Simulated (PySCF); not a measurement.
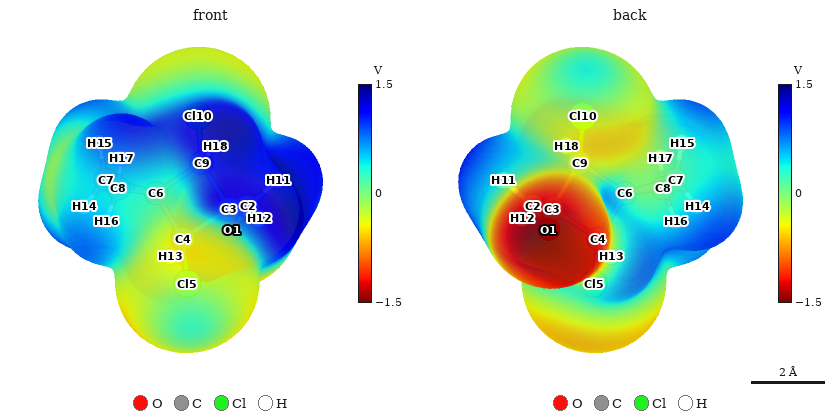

The picture shows: C₇H₈Cl₂O. The molecular electrostatic potential painted on the density surface at 0.002 e/bohr³, seen from the front and from behind; the colour scale runs from red (negative) to blue (positive).

Geometry: GFN2-xTB.

All numbers below come from PySCF, PBE0/pcSseg-1, SCF density, gas phase, non-relativistic.

```xyz
18

O     2.6014    0.0190   -1.6956
C     2.4616    0.3958   -0.5707
C     1.4284   -0.1305    0.3946
C     0.3959   -1.0894   -0.2216
Cl    0.2405   -2.6371    0.6343
C    -0.6966   -0.0806    0.0818
C    -1.8552    0.2719   -0.7961
C    -2.0930   -0.3568    0.5415
C     0.2959    0.8693    0.7260
Cl    0.4536    2.4534   -0.0774
H     3.0987    1.1856   -0.1324
H     1.9375   -0.5140    1.2808
H     0.5680   -1.3142   -1.2753
H    -2.0087   -0.3247   -1.6821
H    -2.0833    1.3190   -0.9235
H    -2.4075   -1.3883    0.5815
H    -2.4882    0.2571    1.3364
H     0.1422    1.0707    1.7861
```

Q: Which sites attract a positive test charge, and which a negative one?

A: A positive charge is drawn to the negative regions and a negative charge to the positive ones. The most negative region (about −1.4 V) lies over O1, the most positive (about +1.4 V) over C2, C3, H12 and H18. Cl5 shows a σ-hole: about +0.3 V at the tip opposite its bond, against about −0.3 V on its flanks. Cl10 shows a σ-hole: about +0.4 V at the tip opposite its bond, against about −0.1 V on its flanks. O1 is the likeliest acceptor of a hydrogen bond.
